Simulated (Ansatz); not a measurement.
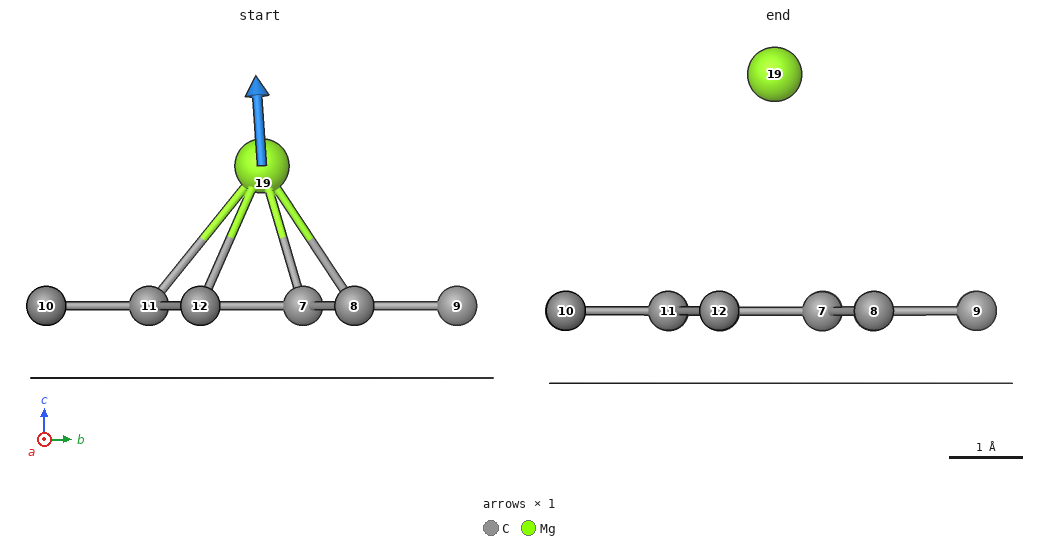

The structure of a slab of composition MgC18 before (left) and after (right) a relaxation, at one scale. The blue arrows give the displacements, at their true length.

A ball-and-stick model of the cell of the calculation, outlined in the plane, without the vacuum (origin shifted), seen along the a axis.

It is Mg on graphene monolayer, set down by a guess. The run prepares an end point of a later path (adatom hop) calculation, from a guessed geometry.

Level of theory: DFT PBE-D3(BJ), scalar-relativistic, plane waves, PAW (Ansatz). Settings: plane-wave cutoff 420 eV; k-point mesh 2 × 2 × 1; occupations fermi dirac; smearing width 0.05 eV; no spin polarisation; atoms relaxed in a fixed cell; force threshold 0.03 eV/Å; at most 60 steps.

> What changed between the two?

The Mg atom moves most relative to the layer's centre: 1.28 Å at 9° to the normal (+c side). By element the largest moves are Mg 1.28 Å, C 0.08 Å. The cell doesn't change. Among the contacts that change: C–Mg 2.235 → 3.535 Å, C–Mg 2.324 → 3.555 Å, C–Mg 2.342 → 3.559 Å, C–Mg 2.509 → 3.598 Å. Bonds break: C–Mg (2.23 → 3.54 Å), C–Mg (2.32 → 3.55 Å), C–Mg (2.34 → 3.56 Å), C–Mg (2.51 → 3.60 Å). Over 10 geometry steps the energy falls by 0.622 eV per cell of the calculation. Largest force component: 1.1 eV/Å at the start, 0.0096 eV/Å at the end.

Limits of the set-up: the periodic images lie only 7.4 Å apart, so the values are limited by the cell's size.
